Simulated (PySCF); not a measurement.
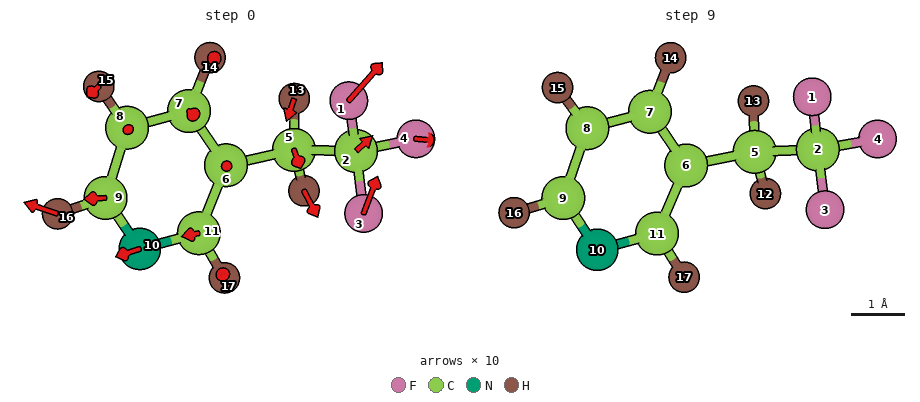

The structure of C$_{7}$H$_{6}$F$_{3}$N before (left) and after (right) a relaxation, at one scale. The red arrows give the displacements, magnified 10 times.

The picture is a ball-and-stick view, seen at a tilt.

The start comes from GFN2-xTB. Its atoms were then displaced at random by about 0.01 Å.

Level of theory: PBE0-D3(BJ)/def2-SVP geometry optimisation, gas phase in PySCF. 

Q: What changed between the two?

A: F1 moves most after the best rigid fit: 0.13 Å. By element the largest moves are F 0.13 Å, H 0.08 Å, N 0.07 Å, C 0.06 Å. Some distances before and after: F1–C2 1.369 → 1.338 Å, C2–F4 1.305 → 1.336 Å, C5–H13 1.081 → 1.100 Å, C2–C5 1.528 → 1.511 Å. Bond angles that change, for instance: C2–C5–C6 109.7° → 113.1°, C6–C11–H17 121.5° → 119.4°. The energy falls by 10.3 kJ/mol in 9 geometry steps.
